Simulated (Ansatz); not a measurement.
**Molecular dynamics, with input and output: SiH3Cl3F2 (part 1 of 2)**

- system: SiH3Cl3F2
- method: UKS B3LYP/STO-3G (Ansatz 0.2.0)

It belongs to a series of runs on one base structure; here: dynamics from the start. Figures and captions count atoms from 1; the log counts them from 0 in places.

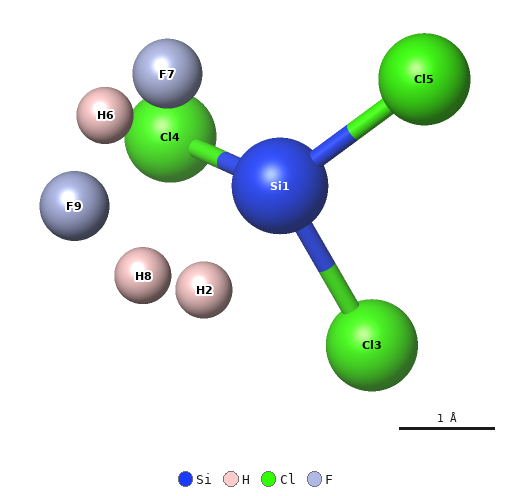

The input geometry (ball-and-stick view, seen at a tilt; atoms are numbered from 1 in the order of the input). Bond lengths as drawn: Cl–Si 2.00 to 2.07 Å.

Summary:

```json
{"quantity": "outcome", "value": "finished"}
{"quantity": "mean temperature over the second half", "value": "1160 K"}
{"quantity": "trajectory", "value": "150 steps, 75 fs"}
{"quantity": "ensemble", "value": "nve"}
{"quantity": "temperature in the input", "value": "300.0 K"}
{"quantity": "time step", "value": "0.5 fs"}
{"quantity": "potential energy (last step)", "value": "−50349.0796 eV"}
{"quantity": "mean-field energy (last step)", "value": "−50349.0796 eV"}
{"quantity": "largest force (length of the vector) (last step)", "value": "6.164 eV/Å"}
{"quantity": "hardware", "value": "1 thread of Arm Neoverse V2, 24 GiB of memory available, shared host"}
{"quantity": "wall time", "value": "11 min"}
{"quantity": "peak memory", "value": "0.2 GiB"}
```

Remarks:

So short a trajectory is not equilibrated.

Input file:
```yaml
crystal:
  periodic: [false, false, false]
  atoms:
    - { symbol: Si, position_ang: [-0.4333, 0.6301, -0.7498] }
    - { symbol: H, position_ang: [0.573, -0.9146, -0.4211] }
    - { symbol: Cl, position_ang: [-0.2818, 0.2132, -2.768] }
    - { symbol: Cl, position_ang: [-2.4058, 0.4797, -0.4356] }
    - { symbol: Cl, position_ang: [0.5759, 2.352, -0.5888] }
    - { symbol: H, position_ang: [0.3476, -0.4328, 1.7429] }
    - { symbol: F, position_ang: [-0.2427, 0.4809, 1.2394] }
    - { symbol: H, position_ang: [0.8917, -1.3672, 0.3891] }
    - { symbol: F, position_ang: [0.9755, -1.4414, 1.5918] }
magnetization:
  spin_polarized: true
basis:
  gaussian: { orbitals: STO-3G }
hamiltonian:
  xc: b3lyp
md:
  timestep: 0.5
  n_steps: 150
  ensemble: nve
  temperature: 300.0
  initial_velocities: maxwell_boltzmann
  seed: 581329
```

Launch command:
```bash
ansatz run input.yaml --threads 1 --pin off --max-ram 2048MiB --backend cpu --events-out ev --progress --plain --runs-dir out
```

Log:
```
Engine: ansatz 0.2.0, aarch64-unknown-linux-gnu
Functional definition: B3LYP
  parameter a0 = 0.2
  parameter ax = 0.72
  parameter ac = 0.81
  exchange = (1 - a0 - ax)*slater_x + ax*b88_x + a0*exact_x
  correlation = (1 - ac)*vwn_rpa_c + ac*lyp_c
640 factors; integrals over basis functions are off by at most 5.8e-6 eV
mean field evaluation 1: about -50342.9406 eV, gradient 2.6e1 eV
mean field evaluation 2: about -50341.1865 eV, gradient 3.2e1 eV
mean field evaluation 4: about -50348.6191 eV, gradient 2.2e0 eV
mean field evaluation 8: about -50348.6532 eV, gradient 2.3e-2 eV
mean field -50348.65316922 eV, -1850.2788764261 hartree, gradient 3.0e-5 eV, S^2 0.000000; 0 other end points of the search recorded, 0 dependent functions left out
the calculation of the forces begins
reference -50348.65336637 eV, -1850.2788836713 hartree; 43, 43 occupied and 6, 6 virtual orbitals, 640 factors
md step     0: t =     0.00 fs  T =   300.0 K  F+E_penalty+E_count = -50348.65316922 eV  E_kin = 0.271446 eV  conserved = -50348.38172323 eV  (25 SCF iters)
these checks for a lower state are left out or cut short: starts, cluster_reference, orbital_swaps, neighbouring_geometries, increment
640 factors; integrals over basis functions are off by at most 5.8e-6 eV
mean field evaluation 16: about -50348.6422 eV, gradient 3.4e-1 eV
mean field -50348.64432050 eV, -1850.2785512416 hartree, gradient 8.2e-6 eV, S^2 0.000000; 0 other end points of the search recorded, 0 dependent functions left out
the calculation of the forces begins
reference -50348.64451783 eV, -1850.2785584933 hartree; 43, 43 occupied and 6, 6 virtual orbitals, 640 factors
md step     1: t =     0.50 fs  T =   290.5 K  F+E_penalty+E_count = -50348.64432050 eV  E_kin = 0.262841 eV  conserved = -50348.38147998 eV  (24 SCF iters)
[... from here on the SCF iterations and repeated set-up lines of each step are left out, up to the last step ...]
md step     2: t =     1.00 fs  T =   308.5 K  F+E_penalty+E_count = -50348.66046647 eV  E_kin = 0.279175 eV  conserved = -50348.38129165 eV  (27 SCF iters)
md step     3: t =     1.50 fs  T =   357.4 K  F+E_penalty+E_count = -50348.70454254 eV  E_kin = 0.323385 eV  conserved = -50348.38115776 eV  (27 SCF iters)
md step     4: t =     2.00 fs  T =   439.2 K  F+E_penalty+E_count = -50348.77854474 eV  E_kin = 0.397439 eV  conserved = -50348.38110598 eV  (28 SCF iters)
md step     5: t =     2.50 fs  T =   554.7 K  F+E_penalty+E_count = -50348.88315852 eV  E_kin = 0.501948 eV  conserved = -50348.38121043 eV  (27 SCF iters)
md step     6: t =     3.00 fs  T =   702.0 K  F+E_penalty+E_count = -50349.01675861 eV  E_kin = 0.635149 eV  conserved = -50348.38160988 eV  (27 SCF iters)
md step     7: t =     3.50 fs  T =   874.3 K  F+E_penalty+E_count = -50349.17357312 eV  E_kin = 0.791073 eV  conserved = -50348.38250026 eV  (27 SCF iters)
md step     8: t =     4.00 fs  T =  1057.8 K  F+E_penalty+E_count = -50349.34117777 eV  E_kin = 0.957120 eV  conserved = -50348.38405805 eV  (27 SCF iters)
md step     9: t =     4.50 fs  T =  1229.4 K  F+E_penalty+E_count = -50349.49860080 eV  E_kin = 1.112395 eV  conserved = -50348.38620560 eV  (26 SCF iters)
md step    10: t =     5.00 fs  T =  1359.6 K  F+E_penalty+E_count = -50349.61843960 eV  E_kin = 1.230168 eV  conserved = -50348.38827119 eV  (26 SCF iters)
md step    11: t =     5.50 fs  T =  1423.9 K  F+E_penalty+E_count = -50349.67737477 eV  E_kin = 1.288371 eV  conserved = -50348.38900341 eV  (25 SCF iters)
md step    12: t =     6.00 fs  T =  1420.9 K  F+E_penalty+E_count = -50349.67341794 eV  E_kin = 1.285694 eV  conserved = -50348.38772367 eV  (24 SCF iters)
md step    13: t =     6.50 fs  T =  1378.3 K  F+E_penalty+E_count = -50349.63299256 eV  E_kin = 1.247089 eV  conserved = -50348.38590307 eV  (24 SCF iters)
md step    14: t =     7.00 fs  T =  1328.9 K  F+E_penalty+E_count = -50349.58843101 eV  E_kin = 1.202398 eV  conserved = -50348.38603343 eV  (25 SCF iters)
md step    15: t =     7.50 fs  T =  1277.6 K  F+E_penalty+E_count = -50349.54389956 eV  E_kin = 1.155962 eV  conserved = -50348.38793751 eV  (24 SCF iters)
md step    16: t =     8.00 fs  T =  1204.5 K  F+E_penalty+E_count = -50349.47839361 eV  E_kin = 1.089840 eV  conserved = -50348.38855368 eV  (24 SCF iters)
md step    17: t =     8.50 fs  T =  1106.7 K  F+E_penalty+E_count = -50349.38752075 eV  E_kin = 1.001395 eV  conserved = -50348.38612596 eV  (25 SCF iters)
md step    18: t =     9.00 fs  T =  1022.8 K  F+E_penalty+E_count = -50349.30788497 eV  E_kin = 0.925420 eV  conserved = -50348.38246502 eV  (25 SCF iters)
md step    19: t =     9.50 fs  T =  1007.2 K  F+E_penalty+E_count = -50349.29214019 eV  E_kin = 0.911366 eV  conserved = -50348.38077443 eV  (23 SCF iters)
md step    20: t =    10.00 fs  T =  1085.0 K  F+E_penalty+E_count = -50349.36395391 eV  E_kin = 0.981753 eV  conserved = -50348.38220078 eV  (26 SCF iters)
md step    21: t =    10.50 fs  T =  1233.1 K  F+E_penalty+E_count = -50349.50084546 eV  E_kin = 1.115736 eV  conserved = -50348.38510905 eV  (26 SCF iters)
md step    22: t =    11.00 fs  T =  1402.3 K  F+E_penalty+E_count = -50349.65613059 eV  E_kin = 1.268809 eV  conserved = -50348.38732141 eV  (26 SCF iters)
md step    23: t =    11.50 fs  T =  1549.9 K  F+E_penalty+E_count = -50349.79038505 eV  E_kin = 1.402341 eV  conserved = -50348.38804387 eV  (26 SCF iters)
md step    24: t =    12.00 fs  T =  1654.6 K  F+E_penalty+E_count = -50349.88492442 eV  E_kin = 1.497156 eV  conserved = -50348.38776870 eV  (26 SCF iters)
md step    25: t =    12.50 fs  T =  1712.2 K  F+E_penalty+E_count = -50349.93658156 eV  E_kin = 1.549275 eV  conserved = -50348.38730657 eV  (25 SCF iters)
md step    26: t =    13.00 fs  T =  1723.6 K  F+E_penalty+E_count = -50349.94669913 eV  E_kin = 1.559544 eV  conserved = -50348.38715523 eV  (27 SCF iters)
md step    27: t =    13.50 fs  T =  1687.3 K  F+E_penalty+E_count = -50349.91398150 eV  E_kin = 1.526670 eV  conserved = -50348.38731179 eV  (26 SCF iters)
md step    28: t =    14.00 fs  T =  1599.5 K  F+E_penalty+E_count = -50349.83458012 eV  E_kin = 1.447288 eV  conserved = -50348.38729246 eV  (26 SCF iters)
md step    29: t =    14.50 fs  T =  1462.1 K  F+E_penalty+E_count = -50349.70929544 eV  E_kin = 1.322962 eV  conserved = -50348.38633308 eV  (27 SCF iters)
md step    30: t =    15.00 fs  T =  1293.3 K  F+E_penalty+E_count = -50349.55427374 eV  E_kin = 1.170225 eV  conserved = -50348.38404829 eV  (27 SCF iters)
md step    31: t =    15.50 fs  T =  1131.6 K  F+E_penalty+E_count = -50349.40519918 eV  E_kin = 1.023912 eV  conserved = -50348.38128674 eV  (27 SCF iters)
md step    32: t =    16.00 fs  T =  1021.0 K  F+E_penalty+E_count = -50349.30363974 eV  E_kin = 0.923777 eV  conserved = -50348.37986245 eV  (26 SCF iters)
md step    33: t =    16.50 fs  T =   984.0 K  F+E_penalty+E_count = -50349.27096629 eV  E_kin = 0.890335 eV  conserved = -50348.38063141 eV  (26 SCF iters)
md step    34: t =    17.00 fs  T =  1009.9 K  F+E_penalty+E_count = -50349.29628586 eV  E_kin = 0.913822 eV  conserved = -50348.38246378 eV  (26 SCF iters)
md step    35: t =    17.50 fs  T =  1070.0 K  F+E_penalty+E_count = -50349.35196061 eV  E_kin = 0.968200 eV  conserved = -50348.38376081 eV  (26 SCF iters)
md step    36: t =    18.00 fs  T =  1141.4 K  F+E_penalty+E_count = -50349.41680127 eV  E_kin = 1.032776 eV  conserved = -50348.38402504 eV  (26 SCF iters)
md step    37: t =    18.50 fs  T =  1216.8 K  F+E_penalty+E_count = -50349.48471129 eV  E_kin = 1.100998 eV  conserved = -50348.38371344 eV  (25 SCF iters)
md step    38: t =    19.00 fs  T =  1299.3 K  F+E_penalty+E_count = -50349.55912164 eV  E_kin = 1.175667 eV  conserved = -50348.38345501 eV  (26 SCF iters)
md step    39: t =    19.50 fs  T =  1392.6 K  F+E_penalty+E_count = -50349.64379137 eV  E_kin = 1.260075 eV  conserved = -50348.38371675 eV  (26 SCF iters)
md step    40: t =    20.00 fs  T =  1492.9 K  F+E_penalty+E_count = -50349.73557874 eV  E_kin = 1.350762 eV  conserved = -50348.38481702 eV  (26 SCF iters)
md step    41: t =    20.50 fs  T =  1583.5 K  F+E_penalty+E_count = -50349.81969281 eV  E_kin = 1.432782 eV  conserved = -50348.38691063 eV  (26 SCF iters)
md step    42: t =    21.00 fs  T =  1633.6 K  F+E_penalty+E_count = -50349.86790908 eV  E_kin = 1.478110 eV  conserved = -50348.38979909 eV  (26 SCF iters)
md step    43: t =    21.50 fs  T =  1602.6 K  F+E_penalty+E_count = -50349.84267454 eV  E_kin = 1.450108 eV  conserved = -50348.39256683 eV  (26 SCF iters)
md step    44: t =    22.00 fs  T =  1457.2 K  F+E_penalty+E_count = -50349.71189752 eV  E_kin = 1.318483 eV  conserved = -50348.39341430 eV  (26 SCF iters)
md step    45: t =    22.50 fs  T =  1199.4 K  F+E_penalty+E_count = -50349.47565214 eV  E_kin = 1.085253 eV  conserved = -50348.39039927 eV  (26 SCF iters)
md step    46: t =    23.00 fs  T =   893.5 K  F+E_penalty+E_count = -50349.19208120 eV  E_kin = 0.808488 eV  conserved = -50348.38359308 eV  (25 SCF iters)
md step    47: t =    23.50 fs  T =   657.8 K  F+E_penalty+E_count = -50348.97188585 eV  E_kin = 0.595149 eV  conserved = -50348.37673636 eV  (25 SCF iters)
md step    48: t =    24.00 fs  T =   603.6 K  F+E_penalty+E_count = -50348.92117410 eV  E_kin = 0.546155 eV  conserved = -50348.37501881 eV  (24 SCF iters)
md step    49: t =    24.50 fs  T =   758.4 K  F+E_penalty+E_count = -50349.06628491 eV  E_kin = 0.686225 eV  conserved = -50348.38005975 eV  (25 SCF iters)
md step    50: t =    25.00 fs  T =  1040.6 K  F+E_penalty+E_count = -50349.32984465 eV  E_kin = 0.941601 eV  conserved = -50348.38824393 eV  (25 SCF iters)
md step    51: t =    25.50 fs  T =  1313.0 K  F+E_penalty+E_count = -50349.58232250 eV  E_kin = 1.188057 eV  conserved = -50348.39426530 eV  (25 SCF iters)
md step    52: t =    26.00 fs  T =  1464.7 K  F+E_penalty+E_count = -50349.72077704 eV  E_kin = 1.325266 eV  conserved = -50348.39551135 eV  (26 SCF iters)
md step    53: t =    26.50 fs  T =  1457.6 K  F+E_penalty+E_count = -50349.71177590 eV  E_kin = 1.318872 eV  conserved = -50348.39290385 eV  (26 SCF iters)
md step    54: t =    27.00 fs  T =  1319.3 K  F+E_penalty+E_count = -50349.58251021 eV  E_kin = 1.193708 eV  conserved = -50348.38880186 eV  (26 SCF iters)
md step    55: t =    27.50 fs  T =  1107.9 K  F+E_penalty+E_count = -50349.38747710 eV  E_kin = 1.002413 eV  conserved = -50348.38506394 eV  (26 SCF iters)
md step    56: t =    28.00 fs  T =   881.1 K  F+E_penalty+E_count = -50349.17976482 eV  E_kin = 0.797271 eV  conserved = -50348.38249394 eV  (26 SCF iters)
md step    57: t =    28.50 fs  T =   680.8 K  F+E_penalty+E_count = -50348.99713810 eV  E_kin = 0.615997 eV  conserved = -50348.38114068 eV  (25 SCF iters)
md step    58: t =    29.00 fs  T =   529.4 K  F+E_penalty+E_count = -50348.85977221 eV  E_kin = 0.479027 eV  conserved = -50348.38074509 eV  (28 SCF iters)
md step    59: t =    29.50 fs  T =   433.6 K  F+E_penalty+E_count = -50348.77332702 eV  E_kin = 0.392301 eV  conserved = -50348.38102558 eV  (27 SCF iters)
md step    60: t =    30.00 fs  T =   388.2 K  F+E_penalty+E_count = -50348.73299237 eV  E_kin = 0.351232 eV  conserved = -50348.38176072 eV  (28 SCF iters)
md step    61: t =    30.50 fs  T =   380.5 K  F+E_penalty+E_count = -50348.72705078 eV  E_kin = 0.344319 eV  conserved = -50348.38273144 eV  (28 SCF iters)
md step    62: t =    31.00 fs  T =   394.7 K  F+E_penalty+E_count = -50348.74070206 eV  E_kin = 0.357115 eV  conserved = -50348.38358703 eV  (28 SCF iters)
md step    63: t =    31.50 fs  T =   417.9 K  F+E_penalty+E_count = -50348.76189989 eV  E_kin = 0.378115 eV  conserved = -50348.38378445 eV  (28 SCF iters)
md step    64: t =    32.00 fs  T =   449.5 K  F+E_penalty+E_count = -50348.78956046 eV  E_kin = 0.406694 eV  conserved = -50348.38286687 eV  (28 SCF iters)
md step    65: t =    32.50 fs  T =   506.5 K  F+E_penalty+E_count = -50348.83946124 eV  E_kin = 0.458295 eV  conserved = -50348.38116634 eV  (28 SCF iters)
md step    66: t =    33.00 fs  T =   616.5 K  F+E_penalty+E_count = -50348.93795129 eV  E_kin = 0.557788 eV  conserved = -50348.38016328 eV  (27 SCF iters)
md step    67: t =    33.50 fs  T =   794.0 K  F+E_penalty+E_count = -50349.09984151 eV  E_kin = 0.718459 eV  conserved = -50348.38138241 eV  (27 SCF iters)
md step    68: t =    34.00 fs  T =  1019.2 K  F+E_penalty+E_count = -50349.30692148 eV  E_kin = 0.922211 eV  conserved = -50348.38471026 eV  (26 SCF iters)
md step    69: t =    34.50 fs  T =  1239.2 K  F+E_penalty+E_count = -50349.50984718 eV  E_kin = 1.121246 eV  conserved = -50348.38860112 eV  (26 SCF iters)
md step    70: t =    35.00 fs  T =  1391.7 K  F+E_penalty+E_count = -50349.65093015 eV  E_kin = 1.259245 eV  conserved = -50348.39168538 eV  (27 SCF iters)
md step    71: t =    35.50 fs  T =  1428.5 K  F+E_penalty+E_count = -50349.68589658 eV  E_kin = 1.292558 eV  conserved = -50348.39333877 eV  (27 SCF iters)
md step    72: t =    36.00 fs  T =  1329.0 K  F+E_penalty+E_count = -50349.59549868 eV  E_kin = 1.202541 eV  conserved = -50348.39295741 eV  (27 SCF iters)
md step    73: t =    36.50 fs  T =  1111.3 K  F+E_penalty+E_count = -50349.39518636 eV  E_kin = 1.005534 eV  conserved = -50348.38965217 eV  (27 SCF iters)
md step    74: t =    37.00 fs  T =   842.7 K  F+E_penalty+E_count = -50349.14593409 eV  E_kin = 0.762518 eV  conserved = -50348.38341628 eV  (27 SCF iters)
md step    75: t =    37.50 fs  T =   633.0 K  F+E_penalty+E_count = -50348.94959102 eV  E_kin = 0.572722 eV  conserved = -50348.37686942 eV  (26 SCF iters)
md step    76: t =    38.00 fs  T =   588.7 K  F+E_penalty+E_count = -50348.90713191 eV  E_kin = 0.532659 eV  conserved = -50348.37447339 eV  (24 SCF iters)
md step    77: t =    38.50 fs  T =   747.0 K  F+E_penalty+E_count = -50349.05424485 eV  E_kin = 0.675899 eV  conserved = -50348.37834630 eV  (26 SCF iters)
md step    78: t =    39.00 fs  T =  1045.7 K  F+E_penalty+E_count = -50349.33194235 eV  E_kin = 0.946156 eV  conserved = -50348.38578674 eV  (26 SCF iters)
md step    79: t =    39.50 fs  T =  1362.5 K  F+E_penalty+E_count = -50349.62495109 eV  E_kin = 1.232778 eV  conserved = -50348.39217294 eV  (26 SCF iters)
md step    80: t =    40.00 fs  T =  1585.9 K  F+E_penalty+E_count = -50349.82971664 eV  E_kin = 1.434979 eV  conserved = -50348.39473790 eV  (27 SCF iters)
md step    81: t =    40.50 fs  T =  1663.8 K  F+E_penalty+E_count = -50349.89871263 eV  E_kin = 1.505481 eV  conserved = -50348.39323143 eV  (26 SCF iters)
md step    82: t =    41.00 fs  T =  1611.5 K  F+E_penalty+E_count = -50349.84721847 eV  E_kin = 1.458142 eV  conserved = -50348.38907669 eV  (27 SCF iters)
md step    83: t =    41.50 fs  T =  1489.2 K  F+E_penalty+E_count = -50349.73223920 eV  E_kin = 1.347447 eV  conserved = -50348.38479264 eV  (27 SCF iters)
md step    84: t =    42.00 fs  T =  1361.3 K  F+E_penalty+E_count = -50349.61436996 eV  E_kin = 1.231699 eV  conserved = -50348.38267116 eV  (27 SCF iters)
md step    85: t =    42.50 fs  T =  1260.8 K  F+E_penalty+E_count = -50349.52371573 eV  E_kin = 1.140777 eV  conserved = -50348.38293909 eV  (27 SCF iters)
md step    86: t =    43.00 fs  T =  1184.3 K  F+E_penalty+E_count = -50349.45550869 eV  E_kin = 1.071572 eV  conserved = -50348.38393644 eV  (27 SCF iters)
md step    87: t =    43.50 fs  T =  1114.8 K  F+E_penalty+E_count = -50349.39293232 eV  E_kin = 1.008704 eV  conserved = -50348.38422873 eV  (27 SCF iters)
md step    88: t =    44.00 fs  T =  1044.3 K  F+E_penalty+E_count = -50349.32856996 eV  E_kin = 0.944920 eV  conserved = -50348.38364975 eV  (27 SCF iters)
md step    89: t =    44.50 fs  T =   978.8 K  F+E_penalty+E_count = -50349.26838511 eV  E_kin = 0.885660 eV  conserved = -50348.38272520 eV  (28 SCF iters)
md step    90: t =    45.00 fs  T =   931.5 K  F+E_penalty+E_count = -50349.22475468 eV  E_kin = 0.842830 eV  conserved = -50348.38192444 eV  (28 SCF iters)
md step    91: t =    45.50 fs  T =   915.0 K  F+E_penalty+E_count = -50349.20930969 eV  E_kin = 0.827873 eV  conserved = -50348.38143656 eV  (27 SCF iters)
md step    92: t =    46.00 fs  T =   937.5 K  F+E_penalty+E_count = -50349.22955096 eV  E_kin = 0.848288 eV  conserved = -50348.38126318 eV  (27 SCF iters)
md step    93: t =    46.50 fs  T =  1002.3 K  F+E_penalty+E_count = -50349.28828043 eV  E_kin = 0.906910 eV  conserved = -50348.38136999 eV  (27 SCF iters)
md step    94: t =    47.00 fs  T =  1107.6 K  F+E_penalty+E_count = -50349.38388893 eV  E_kin = 1.002134 eV  conserved = -50348.38175444 eV  (27 SCF iters)
md step    95: t =    47.50 fs  T =  1246.5 K  F+E_penalty+E_count = -50349.51032822 eV  E_kin = 1.127853 eV  conserved = -50348.38247521 eV  (27 SCF iters)
md step    96: t =    48.00 fs  T =  1406.6 K  F+E_penalty+E_count = -50349.65632432 eV  E_kin = 1.272680 eV  conserved = -50348.38364429 eV  (26 SCF iters)
md step    97: t =    48.50 fs  T =  1568.0 K  F+E_penalty+E_count = -50349.80407728 eV  E_kin = 1.418743 eV  conserved = -50348.38533449 eV  (27 SCF iters)
md step    98: t =    49.00 fs  T =  1703.5 K  F+E_penalty+E_count = -50349.92875289 eV  E_kin = 1.541329 eV  conserved = -50348.38742429 eV  (27 SCF iters)
md step    99: t =    49.50 fs  T =  1781.3 K  F+E_penalty+E_count = -50350.00117610 eV  E_kin = 1.611772 eV  conserved = -50348.38940420 eV  (26 SCF iters)
md step   100: t =    50.00 fs  T =  1774.8 K  F+E_penalty+E_count = -50349.99623950 eV  E_kin = 1.605847 eV  conserved = -50348.39039202 eV  (26 SCF iters)
md step   101: t =    50.50 fs  T =  1675.7 K  F+E_penalty+E_count = -50349.90594562 eV  E_kin = 1.516231 eV  conserved = -50348.38971494 eV  (25 SCF iters)
md step   102: t =    51.00 fs  T =  1503.7 K  F+E_penalty+E_count = -50349.74825406 eV  E_kin = 1.360534 eV  conserved = -50348.38771998 eV  (25 SCF iters)
md step   103: t =    51.50 fs  T =  1299.3 K  F+E_penalty+E_count = -50349.56103435 eV  E_kin = 1.175588 eV  conserved = -50348.38544661 eV  (24 SCF iters)
md step   104: t =    52.00 fs  T =  1108.9 K  F+E_penalty+E_count = -50349.38658034 eV  E_kin = 1.003367 eV  conserved = -50348.38321322 eV  (24 SCF iters)
md step   105: t =    52.50 fs  T =   976.8 K  F+E_penalty+E_count = -50349.26483307 eV  E_kin = 0.883852 eV  conserved = -50348.38098116 eV  (24 SCF iters)
md step   106: t =    53.00 fs  T =   940.6 K  F+E_penalty+E_count = -50349.23100629 eV  E_kin = 0.851046 eV  conserved = -50348.37996002 eV  (24 SCF iters)
md step   107: t =    53.50 fs  T =  1013.3 K  F+E_penalty+E_count = -50349.29843003 eV  E_kin = 0.916834 eV  conserved = -50348.38159611 eV  (24 SCF iters)
md step   108: t =    54.00 fs  T =  1165.9 K  F+E_penalty+E_count = -50349.44009322 eV  E_kin = 1.054936 eV  conserved = -50348.38515726 eV  (26 SCF iters)
md step   109: t =    54.50 fs  T =  1338.5 K  F+E_penalty+E_count = -50349.59940538 eV  E_kin = 1.211104 eV  conserved = -50348.38830091 eV  (26 SCF iters)
```
